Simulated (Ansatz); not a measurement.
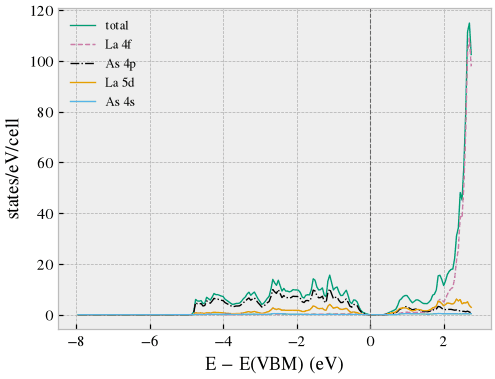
Figure: Total and projected density of states of LaAs$_{2}$ in space group P2_1/c (No. 14; La on 4e, As on 4e, As on 4e), DFT-r²SCAN in the program Ansatz with PAW potentials

Question: Which orbitals carry the states next to the gap?

Answer: Top 1 eV of the valence band: As 4p 65 %, La 5d 25 %. Bottom 1 eV of the conduction band: As 4p 39 %, La 5d 38 %, La 4f 13 %, As 4s 5 %. Projections are on Löwdin-orthogonalised atomic valence shells; empty p or d shells of many metals are not among them.

Question: Where is the tallest occupied peak in this window, and what makes it?

Answer: Near -1.1 eV, about 16 states/eV per cell; the largest projected share is As 4p.

The first step of the workflow began from a Materials Project structure, measured or hypothetical; the Crystallography Open Database copy checked does not list it. COD files the formula under space group No. 9, so this cell is another polymorph or a model. Whether it is the stable phase at ambient conditions was not checked. The cell was relaxed with r²SCAN under the symmetry of its start; its stability against distortions is not shown here. Spin–orbit coupling is left out wherever it is not named.

Potentials: the later of the program's two PAW sets.
